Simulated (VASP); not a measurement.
Given:

```
CdTe
1.0
    3.75897     0.00000     0.00000
    0.00000     3.75897     0.00000
    0.00000     0.00000     3.75897
Cd Te
1 1
Direct
  0.00000   0.00000   0.00000
  0.50000   0.50000   0.50000
```

These are r2SCAN meta-GGA, VASP's PBE PAW potentials (set 64) (plane waves; VASP) values and carry that method's errors. Run with 400 eV cut-off, 11×11×11 Γ-centred mesh, tetrahedra with Blöchl corrections, potentials Cd Te.

Unless said otherwise, spin-orbit coupling is left out, though it shifts the bands of the heavy elements here.

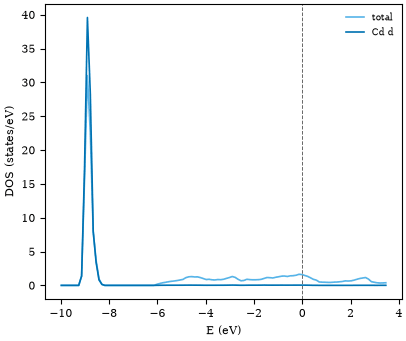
*Total and projected density of states, zero at the Fermi level*

Within 2 eV below the Fermi level the largest weight inside VASP's projection spheres is Te p.

It has no gap at this level: it comes out as a metal or semimetal.

The structure was generated: CdTe was put into the CsCl type (Pm-3m), which need not be its known phase. It was relaxed first, which changed the volume by +16 %.
